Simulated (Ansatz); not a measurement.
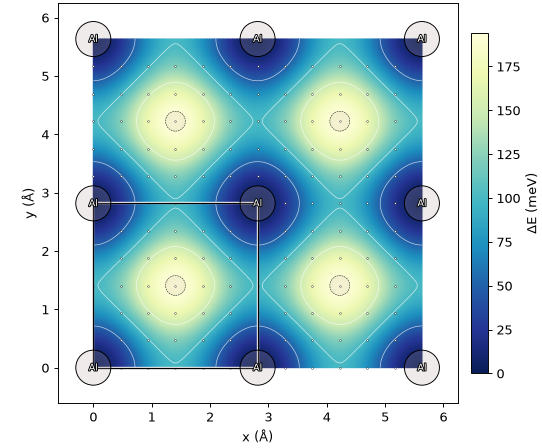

Energy landscape of Cl on an Al(100) slab cut from the Fm-3m phase, its upper half relaxed before the scan (12 atoms of substrate and one adsorbate in a 2 × 2 cell). Cl is moved over the surface cell at a fixed height above a rigid substrate; the origin of the map has the adsorbate above Al9; the height is held at 3.10 Å. Places are given modulo a cell vector. The map is drawn in real space over the plane of the surface. The grid has 6 × 6 points; 10 points were computed and 26 follow by symmetry. Places are given in fractions of the 1 × 1 surface cell. All energies are given in meV relative to the lowest grid point. The runs have no spin polarisation, so an open-shell adsorbate far from the surface lies too high. At a fixed height the lowest place need not be the adsorption site. All numbers below come from DFT PBE+D3(BJ), scalar-relativistic, plane waves, PAW in Ansatz. Settings: cutoff 420 eV, k-mesh 5×5×1, gaussian smearing 0.1 eV, no spin polarisation.

In the figure: a smooth colour map with a few white contour lines, dots at the grid points, labelled circles for the atoms of the top layer and small ones for the second layer, the outline of one cell of the 2 × 2 shown. Between grid points the surface is interpolated. 

Summarise what can be read from the map.

The lowest grid point is at the top site over a surface Al atom, (0/6, 0/6) of the cell vectors. No other kind of well shows on this grid. The highest grid point, a fourfold hollow over a second-layer Al atom, (3/6, 3/6) of the cell vectors, lies 194 meV above the lowest. On the interpolated surface the easiest way out of the lowest well to its copy in the next cell or period passes a barrier of about 99.3 meV. At the lowest point the adsorbate has 1 Al at 3.10 Å as nearest neighbours, at the highest 4 Al at 3.68 Å.

Time for the 10 points that were run: 3.5 min on 1 thread of Arm Neoverse V2 (shared host).

PAW datasets: the set soft_1.
